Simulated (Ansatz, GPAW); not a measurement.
**1T-NbSTe monolayer: work function by functional and basis**

How far do functional and basis move the work function of 1T-NbSTe monolayer?

Main program and level: GPAW 26.7.0 and Ansatz 0.2.0; Ansatz plane waves; layer without images along its normal, relaxation of atoms and in-plane cell, in the first sound run; inputs show where later runs differ.

## Step 1: The structure

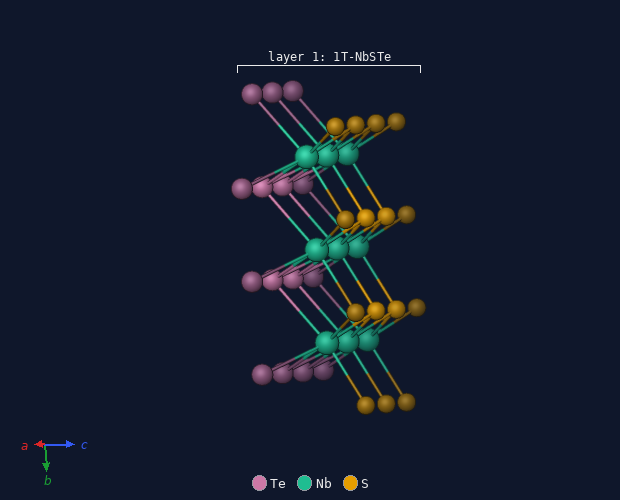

The cell as given, from the side, with the c axis across the page (tellurium pink, niobium teal, sulfur orange). 2×2×1 cells are drawn. Some periodic images of atoms are drawn too.

The cell holds 3 atoms: 1 Te, 1 Nb and 1 S. Its edges and angles: a = 3.724 Å, b = 3.724 Å, c = 17.274 Å, α = 90.0°, β = 90.0°, γ = 120.0°. Vacuum lies along c.

## Step 2: Relaxing the atoms

Forces are removed first; all later runs use this geometry.

input.yaml

```yaml
crystal:
  lattice:
    - [3.723864, 0.0, 0.0]
    - [-1.861932, 3.2249608242, 0.0]
    - [0.0, 0.0, 17.2739510811]
  atoms:
    - { symbol: Te, position: [0.6666666667, 0.3333333333, 0.4052344462] }
    - { symbol: Nb, position: [0.0, 0.0, 0.5158190203], spin: 1.0 }
    - { symbol: S, position: [0.3333333333, 0.6666666667, 0.5947655538] }
  periodic: [true, true, false]
magnetization:
  spin_polarized: true
kpoints:
  mp_grid: { grid: [9, 9, 1] }
hamiltonian:
  xc: pbe
scf:
  occupations: { method: fermi_dirac, width: 0.05 }
relax:
  f_tol: 0.01
  max_steps: 90
  cell: {}
```

Launch:

```sh
$ ansatz run input.yaml --threads 4 --pin off --max-ram 8192MiB --backend cpu --events-out ev --progress --plain --runs-dir out
```

Numbers of over 12 decimals in the logs are rounded to 6 here.

The program printed:

```text
Warning: crystal.periodic: the lattice vector that does not repeat stood 0.000° off the slab's normal, 17.274 Å along it as the deck builds it. The run solves the slab on a vector along the normal, 30.348 Å long, with every atom where it was (on the deck's vector they left 14.00 Å outside them, and the widest stretch free of ions among them is 1.91 Å). A fractional position that the run reports is one of the run's ce [...]
crystal.periodic: the lattice vector that does not repeat stood 0.000° off the slab's normal, 17.274 Å along it as the deck builds it. The run solves the slab on a vector along the normal, 30.348 Å long, with every atom where it was (on the deck's vector they left 14.00 Å outside them, and the widest stretch free of ions among them is 1.91 Å). A fractional position that the run reports is one of the run's cell, which [...]
Engine: ansatz 0.2.0, x86_64-unknown-linux-gnu
Pseudopotentials: kind: paw
Pseudopotential: Te, paw, valence charge 16, recommended cutoff 420 eV (normal), Te.paw.azcp
Pseudopotential: Nb, paw, valence charge 13, recommended cutoff 420 eV (normal), Nb.paw.azcp
Pseudopotential: S, paw, valence charge 6, recommended cutoff 420 eV (normal), S.paw.azcp
Functional definition: PBE
  parameter kappa = 0.804
  parameter beta = 0.066725
  exchange = pbe_x(kappa = kappa, mu = beta*pi^2/3)
  correlation = pbe_c(beta = beta)
Crystal: 3 atoms, lattice volume = 364.458 Å³
Basis set: ecut = 420 eV, 7145 PW (Γ), exchange–correlation on 50×50×432 points (8 copies of the dense FFT grid, shifted against one another)
Bands: 22, of which v1, the nominal top of the filled ones, is band 18 counted from 1 (17 counted from 0)
Symmetry: 6 space group operations
Space group: P3m1 (ITA 156), of the structure as read, at distance tolerance 7.1e-5 Å
Magnetic group: BNS 156.49 (UNI 1279), of the structure as read, at distance tolerance 7.1e-5 Å
k-points: 12 of 81 (time reversal used)
Non-local potential: Te, projectors of the file, l = 0: 2, l = 1: 2, l = 2: 2, l = 3: 2
Non-local potential: Nb, projectors of the file, l = 0: 3, l = 1: 2, l = 2: 2, l = 3: 1
Non-local potential: S, projectors of the file, l = 0: 2, l = 1: 2, l = 2: 2
PAW form: soft (Blöchl's): semilocal exchange-correlation on the pseudo side does not see the compensation charge
PAW one-centre angular grid: Te, 590 points (default); XC on 64 Gauss nodes
PAW one-centre angular grid: Nb, 590 points (default); XC on 64 Gauss nodes
PAW one-centre angular grid: S, 110 points (default); XC on 64 Gauss nodes
Initial density: superposition of atomic densities (neutral atoms: chi_scale 0, normalization atom)
Starting moments: Σ|m| = 1 μB on 1 of 3 sites
Initial wavefunctions: pseudopotential atomic-orbital guess
Functional: x = pbe(κ = 0.804, μ = 0.219515), c = pbe(β = 0.066725)
SCF iter   1: F=—  HF=-12436.607363 eV  |F-HF|=—  |Δ(HF+E_count)|=         —  Δρ=1.39e-2 (↑1.39e-2 ↓1.14e-2)  dr2=4.37e0  dr2_m=2.11e-2  M=0.709 μB ∫|m|=0.825 μB  β_m=0.30  ethr=3.10e-3  ⟨swp⟩=15.0  Hψ=4286  notcnv=0
Mixer restart at iter 1: flushing history
preconditioner: auto → none  [insulator: Δε(μ)=0.145 eV  Ē_g=7.365 eV  σ=0.050 eV  W_gap=0.55  n_scr=16 (ndim 8)  ℏωp=8.0 eV  f_vac=0.754  D(μ)=1.15/eV (n_scr^D=6)  ε∞_Penn≈2.2]
SCF iter   2: F=—  HF=-12436.500252 eV  |F-HF|=—  |Δ(HF+E_count)|=   1.07e-1  Δρ=6.39e-3 (↑6.25e-3 ↓6.39e-3)  dr2=3.32e0  dr2_m=7.38e-3  M=0.751 μB ∫|m|=0.838 μB  β_m=0.28  ethr=3.10e-3  ⟨swp⟩=4.2  Hψ=1385  notcnv=0
preconditioner: auto → LDOS  [metal: Δε(μ)=0.056 eV  Ē_g=6.909 eV  σ=0.050 eV  W_gap=0.27  n_scr=16 (ndim 8)  ℏωp=8.0 eV  f_vac=0.757  D(μ)=1.87/eV (n_scr^D=8)]
spin=Collinear: LDOS preconditioning applied to the charge; magnetization (m = ρ↑ − ρ↓) channel mixes plain (no charge-response kernel on spin).
SCF iter   3: F=—  HF=-12436.236800 eV  |F-HF|=—  |Δ(HF+E_count)|=   2.63e-1  Δρ=5.08e-3 (↑5.08e-3 ↓4.62e-3)  dr2=6.44e-1  dr2_m=6.05e-3  M=0.712 μB ∫|m|=0.818 μB  β_m=0.51  ethr=3.10e-3  ⟨swp⟩=2.9  Hψ=930  notcnv=0
SCF iter   4: F=—  HF=-12436.227331 eV  |F-HF|=—  |Δ(HF+E_count)|=   9.47e-3  Δρ=1.24e-3 (↑1.04e-3 ↓1.24e-3)  dr2=2.41e-2  dr2_m=8.10e-4  M=0.667 μB ∫|m|=0.775 μB  β_m=0.59  ethr=1.84e-3  ⟨swp⟩=3.2  Hψ=1026  notcnv=0
SCF iter   5: F=—  HF=-12436.231554 eV  |F-HF|=—  |Δ(HF+E_count)|=         —  Δρ=7.71e-4 (↑7.71e-4 ↓6.50e-4)  dr2=1.05e-3  dr2_m=1.41e-3  M=0.600 μB ∫|m|=0.689 μB  β_m=0.59  ethr=6.90e-5  ⟨swp⟩=3.2  Hψ=1227  notcnv=0
SCF iter   6: F=—  HF=-12436.232012 eV  |F-HF|=—  |Δ(HF+E_count)|=   4.58e-4  Δρ=4.25e-4 (↑3.89e-4 ↓4.25e-4)  dr2=8.04e-5  dr2_m=5.21e-4  M=0.586 μB ∫|m|=0.665 μB  β_m=0.80  ethr=3.01e-6  ⟨swp⟩=3.4  Hψ=1134  notcnv=0
SCF iter   7: F=—  HF=-12436.232353 eV  |F-HF|=—  |Δ(HF+E_count)|=   3.41e-4  Δρ=1.66e-4 (↑1.66e-4 ↓1.47e-4)  dr2=5.24e-5  dr2_m=7.32e-5  M=0.559 μB ∫|m|=0.623 μB  β_m=0.82  ethr=2.30e-7  ⟨swp⟩=3.5  Hψ=1227  notcnv=0
SCF iter   8: F=—  HF=-12436.232408 eV  |F-HF|=—  |Δ(HF+E_count)|=   5.56e-5  Δρ=8.40e-5 (↑8.40e-5 ↓8.28e-5)  dr2=2.44e-5  dr2_m=2.00e-5  M=0.544 μB ∫|m|=0.602 μB  β_m=0.82  ethr=1.50e-7  ⟨swp⟩=2.9  Hψ=1126  notcnv=0
SCF iter   9: F=—  HF=-12436.232437 eV  |F-HF|=—  |Δ(HF+E_count)|=   2.87e-5  Δρ=3.72e-5 (↑3.72e-5 ↓3.34e-5)  dr2=5.50e-6  dr2_m=3.59e-6  M=0.532 μB ∫|m|=0.586 μB  β_m=0.91  ethr=6.96e-8  ⟨swp⟩=3.0  Hψ=1154  notcnv=0
SCF iter  10: F=—  HF=-12436.232443 eV  |F-HF|=—  |Δ(HF+E_count)|=   6.20e-6  Δρ=9.54e-6 (↑8.73e-6 ↓9.54e-6)  dr2=7.10e-7  dr2_m=1.67e-7  M=0.521 μB ∫|m|=0.573 μB  β_m=0.91  ethr=1.57e-8  ⟨swp⟩=3.2  Hψ=1240  notcnv=0
SCF iter  11: F=—  HF=-12436.232444 eV  |F-HF|=—  |Δ(HF+E_count)|=   6.58e-7  Δρ=4.01e-6 (↑3.58e-6 ↓4.01e-6)  dr2=1.40e-7  dr2_m=2.20e-8  M=0.522 μB ∫|m|=0.574 μB  β_m=0.81  ethr=2.03e-9  ⟨swp⟩=3.8  Hψ=1299  notcnv=0
SCF iter  12: F=—  HF=-12436.232444 eV  |F-HF|=—  |Δ(HF+E_count)|=   6.42e-8  Δρ=1.29e-6 (↑1.29e-6 ↓1.12e-6)  dr2=4.04e-9  dr2_m=4.14e-9  M=0.522 μB ∫|m|=0.574 μB  β_m=0.80  ethr=4.01e-10  ⟨swp⟩=3.2  Hψ=1232  notcnv=0
SCF iter  13: F=—  HF=-12436.232444 eV  |F-HF|=—  |Δ(HF+E_count)|=   1.38e-8  Δρ=1.93e-7 (↑1.93e-7 ↓1.82e-7)  dr2=3.49e-10  dr2_m=7.09e-11  M=0.522 μB ∫|m|=0.574 μB  β_m=0.82  ethr=1.16e-11  ⟨swp⟩=3.5  Hψ=1227  notcnv=0
SCF iter  14: F=-12436.232444 eV  HF=-12436.232444 eV  |F-HF|=6.38e-10  |Δ(HF+E_count)|=   1.91e-9  Δρ=7.71e-8 (↑6.81e-8 ↓7.71e-8)  dr2=2.99e-11  dr2_m=1.19e-11  M=0.522 μB ∫|m|=0.574 μB  ethr=1.00e-12  ⟨swp⟩=1.0  Hψ=1945  notcnv=0
SCF 1 converged in 14 iterations: F = -12436.232444 eV  dr2 = 2.99e-11
[...]
SCF iter  10: F=-12436.391614 eV  HF=-12436.391614 eV  |F-HF|=2.38e-9  |Δ(HF+E_count)|=   4.51e-8  Δρ=4.20e-7 (↑4.20e-7 ↓3.91e-7)  dr2=2.75e-9  dr2_m=6.87e-11  M=0.000 μB ∫|m|=0.000 μB  ethr=1.03e-10  ⟨swp⟩=2.2  Hψ=1942  notcnv=0
the starting moments were not kept: the SCF closed with an absolute magnetisation of 9.2e-6 μB, where they sum to 1 μB in size (1 site). That is at most 0.1 of that sum. Measured as dr2_m measures the in/out step, that magnetisation stands 7.1e-12 eV from none, at or under the dr2_threshold of 3.0e-7 eV: it is no larger than a step whose dr2_m would equal this threshold.
SCF 3 converged in 10 iterations: F = -12436.391614 eV  dr2 = 2.75e-9
relax step   3: F+E_penalty+E_count = -12436.39161358 eV  Δ(F+E_penalty+E_count) = -3.736e-3 eV  max|allowed force component| = 3.522e-1 eV/Å  Δτ_max = 0.1043 Å  P = +0.696 N/m  Ω = 318.891 Å³  energy of the carried Pulay correction = +1.183e-3 eV  fix = [c, alpha, beta]  reactions: c +0.000 N/m  (10 SCF iters, dr2 threshold 3.00e-7 eV, accepted)
[...]
relax step   4: F+E_penalty+E_count = -12436.41104092 eV  Δ(F+E_penalty+E_count) = -1.943e-2 eV  max|allowed force component| = 2.965e-2 eV/Å  Δτ_max = 0.0493 Å  P = -0.122 N/m  Ω = 328.537 Å³  energy of the carried Pulay correction = +9.197e-4 eV  fix = [c, alpha, beta]  reactions: c -0.000 N/m  (10 SCF iters, dr2 threshold 3.00e-7 eV, accepted)
[...]
relax step   5: F+E_penalty+E_count = -12436.41115684 eV  Δ(F+E_penalty+E_count) = -1.159e-4 eV  max|allowed force component| = 7.469e-3 eV/Å  Δτ_max = 0.0011 Å  P = +0.020 N/m  Ω = 327.874 Å³  energy of the carried Pulay correction = +9.376e-4 eV  fix = [c, alpha, beta]  reactions: c +0.000 N/m  (9 SCF iters, dr2 threshold 5.50e-8 eV, accepted)
Basis set: ecut = 420 eV, 6347 PW (Γ), exchange–correlation on 48×48×432 points (8 copies of the dense FFT grid, shifted against one another)
Initial wavefunctions: pseudopotential atomic-orbital guess (no wavefunctions were taken with the density)
iter 1 solved again at ethr=1.51e-7 eV; its pass at ethr=3.10e-3 eV (dr2=5.27e-5 eV) is discarded
SCF iter   1: F=—  HF=-12436.410212 eV  |F-HF|=—  |Δ(HF+E_count)|=         —  Δρ=2.53e-5 (↑2.53e-5 ↓2.53e-5)  dr2=1.46e-6  dr2_m=1.93e-11  M=0.000 μB ∫|m|=0.000 μB  β_m=0.65  ethr=1.51e-7  ⟨swp⟩=6.8  Hψ=6976  notcnv=0
preconditioner: auto → LDOS  [metal: Δε(μ)=0.137 eV  Ē_g=7.322 eV  σ=0.050 eV  W_gap=0.48  n_scr=14 (ndim 8)  ℏωp=8.5 eV  f_vac=0.757  D(μ)=3.09/eV (n_scr^D=12)]
spin=Collinear: LDOS preconditioning applied to the charge; magnetization (m = ρ↑ − ρ↓) channel mixes plain (no charge-response kernel on spin).
SCF iter   2: F=—  HF=-12436.410298 eV  |F-HF|=—  |Δ(HF+E_count)|=   8.62e-5  Δρ=8.49e-6 (↑8.49e-6 ↓8.49e-6)  dr2=1.62e-7  dr2_m=9.32e-12  M=0.000 μB ∫|m|=0.000 μB  β_m=0.55  ethr=4.18e-9  ⟨swp⟩=2.2  Hψ=967  notcnv=0
SCF iter   3: F=—  HF=-12436.410298 eV  |F-HF|=—  |Δ(HF+E_count)|=   2.62e-7  Δρ=2.29e-6 (↑2.28e-6 ↓2.29e-6)  dr2=1.11e-8  dr2_m=8.86e-12  M=0.000 μB ∫|m|=0.000 μB  β_m=0.62  ethr=4.64e-10  ⟨swp⟩=3.7  Hψ=1166  notcnv=0
SCF iter   4: F=—  HF=-12436.410298 eV  |F-HF|=—  |Δ(HF+E_count)|=   5.41e-8  Δρ=4.52e-7 (↑4.50e-7 ↓4.52e-7)  dr2=1.33e-9  dr2_m=5.42e-12  M=0.000 μB ∫|m|=0.000 μB  β_m=0.72  ethr=3.17e-11  ⟨swp⟩=3.6  Hψ=1257  notcnv=0
SCF iter   5: F=—  HF=-12436.410298 eV  |F-HF|=—  |Δ(HF+E_count)|=   4.92e-9  Δρ=1.01e-7 (↑1.01e-7 ↓8.44e-8)  dr2=1.50e-10  dr2_m=3.78e-12  M=0.000 μB ∫|m|=0.000 μB  β_m=0.64  ethr=3.81e-12  ⟨swp⟩=3.2  Hψ=940  notcnv=0
SCF iter   6: F=—  HF=-12436.410298 eV  |F-HF|=—  |Δ(HF+E_count)|=  9.68e-10  Δρ=4.95e-8 (↑4.95e-8 ↓2.75e-8)  dr2=2.88e-11  dr2_m=9.02e-13  M=0.000 μB ∫|m|=0.000 μB  β_m=0.82  ethr=1.00e-12  ⟨swp⟩=2.7  Hψ=906  notcnv=0
SCF iter   7: F=-12436.410298 eV  HF=-12436.410298 eV  |F-HF|=2.73e-11  |Δ(HF+E_count)|=  9.55e-10  Δρ=2.06e-8 (↑1.23e-8 ↓2.06e-8)  dr2=2.67e-12  dr2_m=4.20e-13  M=0.000 μB ∫|m|=0.000 μB  ethr=1.00e-12  ⟨swp⟩=8.8  Hψ=2954  notcnv=0
the starting moments were not kept: the SCF closed with an absolute magnetisation of 9.3e-6 μB, where they sum to 1 μB in size (1 site). That is at most 0.1 of that sum. Measured as dr2_m measures the in/out step, that magnetisation stands 1.4e-11 eV from none, at or under the dr2_threshold of 1.7e-11 eV: it is no larger than a step whose dr2_m would equal this threshold.
SCF 6 converged in 7 iterations: F = -12436.410298 eV  dr2 = 2.67e-12
relax step   6: F+E_penalty+E_count = -12436.41029830 eV  Δ(F+E_penalty+E_count) = +8.585e-4 eV  max|allowed force component| = 7.614e-3 eV/Å  Δτ_max = 0.0000 Å  P = +0.017 N/m  Ω = 327.874 Å³  fix = [c, alpha, beta]  reactions: c +0.000 N/m  stress off target by 1.73e-2 N/m on what of the cell is left free  SCF on the basis re-selected at this cell (its energy is not comparable with the rows above)  (7 SCF iters)
basis re-selected at this cell: Δ(F+E_penalty+E_count) = +8.585e-4 eV, ΔP = -0.003 N/m vs the last step (what re-selecting the basis moved, of the pressure what is left beyond the Pulay correction that the steps carried, after the strain that the cell walked since its last selection, with what the two solves' SCF thresholds leave and, on support functions, any second-order correction that the steps lacked; it is no measure of the basis error at this ecutwfc). The dense FFT grid was sized anew with the basis: this SCF ran on 24×24×216 points, the steps before it on 25×25×216, so part of this shift can come from that change (see relax.cell in the input reference). [rest of the remark cut]
SCF converged after 7 iterations
Magnetization: 0.0000 μB (17.5000 up, 17.5000 down)
Absolute magnetization: 0.0000 μB (∫|ρ↑−ρ↓|, with the PAW one-centre terms)
Spin contamination: 0.0000 ħ² per cell (⟨S²⟩ above its minimum at these occupations)
Per-site moments (μB) at R_I (Å): [(-9.82207993730492e-8, 1.166809), (4.9650913444174314e-6, 1.021548), (3.8916171341827947e-7, 1.021548)]
Free energy (F): -12436.410298 eV
Harris-Foulkes:  -12436.410298 eV  (|F-HF|=2.73e-11)
Internal energy: -12436.385537 eV  (E = F + TS)
E sigma→0 (E₀):  -12436.397918 eV
Entropy (-TS):   -0.024761 eV (-8.254 meV/atom)
Fermi energy:    -4.807627 eV
--- Per-component energies (eV) ---
  E_band       = -925.850984
  E_kinetic    = 680.232758
  E_local      = -63549.422599  (includes V_loc(G=0)·N_el)
  E_nonlocal   = -162.505602
  E_hartree    = 31500.976083
  E_xc         = -396.485404
  E_vxc        = -403.909096  (∫ρ·V_xc dr)
  E_paw        = -8335.945110  (= ΣΔE_a)
  E_vpaw       = -492.198376  (= ΣTr[D̂ρ^β])
  E_aug_tail   = -0.000171  (compensation charges beyond the density's cutoff)
  E_ewald      = 27826.764508
  E_smearing   = -0.024761  (= −TS)
  E_closure    = 0.000000  (closes the sum)
  Σ components = -12436.410298   (vs F -12436.410298, Δ=0.00e0)
--- Forces (eV/Å), atoms counted from 1 ---
  atom   1  Te     0.00000000    -0.00000000    -0.00465706
  atom   2  Nb    -0.00000000     0.00000000    -0.00295735
  atom   3  S      0.00000000     0.00000000     0.00761445
  max |Σ_I F_I| component: 3.33e-8 eV/Å
--- 2D stress c σ (N/m, compression-positive) ---
        0.017331      -0.000000       0.000000
       -0.000000       0.017331       0.000000
        0.000000       0.000000       0.000000
  P = ½ c Tr σ = 0.0173 N/m
--- Relaxed structure (5 steps of the walk, 5 accepted, 1 SCFs on fresh bases) ---
  F+E_penalty+E_count = -12436.41029830 eV   max|allowed force component| = 7.614e-3 eV/Å   (the final SCF, on the basis selected at the relaxed cell)
  cell:  # Å, volume = 327.8737 Å³
    - [3.532024, 0.0, 0]
    - [-1.766012, 3.058822, 0]
    - [0, 0, 30.347902]
  atoms:
    - { symbol: Te, position: [0.666667, 0.333333, 0.229103] }
    - { symbol: Nb, position: [0, 0, 0.293697] }
    - { symbol: S, position: [0.333333, 0.666667, 0.340000] }
```

Run time: 24 s. Hardware: 4 threads of Intel Xeon 6975P-C (Granite Rapids), shared host; peak memory 0.8 GiB; 86 s of CPU time.

The steps of the relaxation:

```
step  energy less that of the first step (eV)  largest force component (eV/Å)  volume (Å³)
   1                                   0.0000                          0.5604       364.46
   2                                  -0.1554                          0.4169       336.50
   3                                  -0.1592                          0.3522       318.89
   4                                  -0.1786                          0.0297       328.54
   5                                  -0.1787                          0.0075       327.87
  6*                                  -0.1779                          0.0076       327.87
```

Relaxation steps marked * repeat the geometry before them on a plane-wave basis chosen anew for their cell, so energy and pressure can jump there.

The run keeps the 6 symmetry operations that it works with, so distortions that break them were not tested.

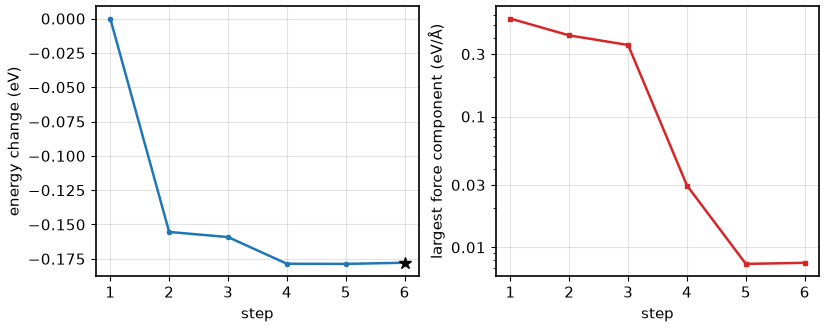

Energy and largest force along the relaxation. Stars mark steps on a basis chosen anew.

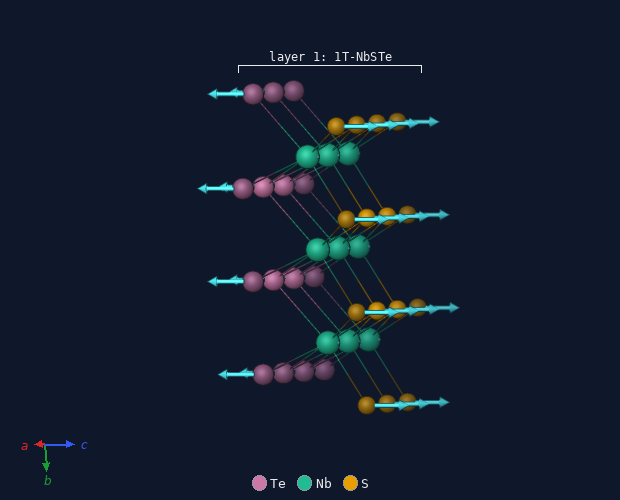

Displacements in the relaxation, exaggerated, measured against the changing cell; the longest in the cell stands for 0.05 Å. 2×2×1 cells are drawn. Some periodic images of atoms are drawn too.

```
cell as run  before  after  change
      a (Å)   3.724  3.532  -5.2 %
      b (Å)   3.724  3.532  -5.2 %
```

The atoms that moved most (Å, along periodic axes as changes of fractional coordinates times the final cell, across vacuum about the mean position):

```
atom     dx     dy      dz  length
 Te1  0.000  0.000  -0.047   0.047
  S3  0.000  0.000   0.044   0.044
```

The relaxed structure:

```
Te Nb S
1.0
     3.53202    0.00000    0.00000
    -1.76601    3.05882    0.00000
     0.00000    0.00000   30.34790
Te Nb S
1 1 1
Cartesian
  1.7660 1.0196 6.9528
  0.0000 0.0000 8.9131
  0.0000 2.0392 10.3183
```

This step gave:

```yaml
free_energy: -12436.4103 eV
smearing_term_ts: 0.02476 eV
symmetry_operations: 6
```

The relaxation lowered the energy of the cell by 0.178 eV.

[end of part 1 of 3]

[Logs are printed without paths, hosts, clocks, repeated set-up lines and the standing remarks that a program may print on its own settings, such as how far it seeks lower states.]

[Hosts, paths, dates, database ids (printed as entryN), source tags and the programs' standing remarks are cut or masked in the printed files.]
